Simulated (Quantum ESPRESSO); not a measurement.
# Energy and gap at +3 % biaxial strain: H-GaN-H chair, 1 layer

Method. Quantum ESPRESSO 7.5 driven by ASE, PBE, GBRV ultrasoft, ESM (bc1); atomic heights clamped; cell area 8.993 Å² at zero strain.

```
strain (%)  energy (meV a cell)  gap on the mesh (eV)
        −3                70.02                 2.894
      −1.5                18.18                 2.956
         0                 0.00                 2.985
      +1.5                11.32                 2.980
```

**Question.** What are energy and gap at +3 %, and how stiff is the sheet?

By hand: About zero, E'' = (18.18 + 11.32 − 2 × 0.00)/1.5² = 13.11 meV per %² and E' = (11.32 − 18.18)/3 = −2.29 meV per %. With E = A K ε², where K = (C11 + C22)/2 + C12 (C11 + C12 for a hexagonal sheet), K = 13.11 × 10/(2 × 8.993) × 16.02 = 117 N/m. The parabola gives E(+3 %) = 0.00 + 3 × (−2.29) + 4.5 × 13.11 = 52.1 meV. Continuing the last slope, the gap is 2 × 2.980 − 2.985 = 2.975 eV.

What the calculation gave: E = 48.6 meV and the gap 2.938 eV. The parabola misses by +3.5 meV, too high, since bonds soften under tension. The gap's line misses by +0.037 eV: the gap is not linear in strain.

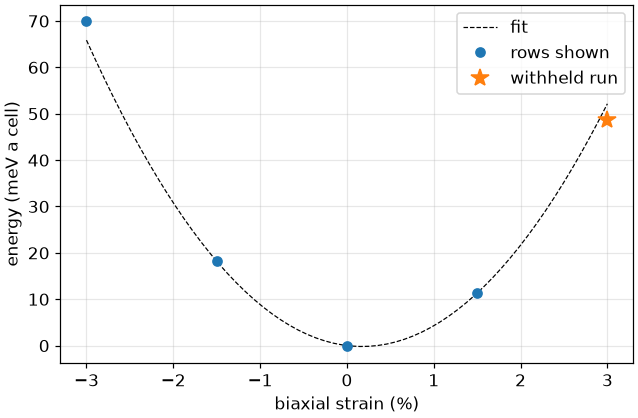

The rows shown, the fit and the withheld run.

**Limits.** Clamped heights stiffen sheets with several planes. Semilocal gap, no spin-orbit coupling.

[Logs are printed without paths, hosts, clocks, repeated set-up lines and the standing remarks that a program may print on its own settings, such as how far it seeks lower states.]
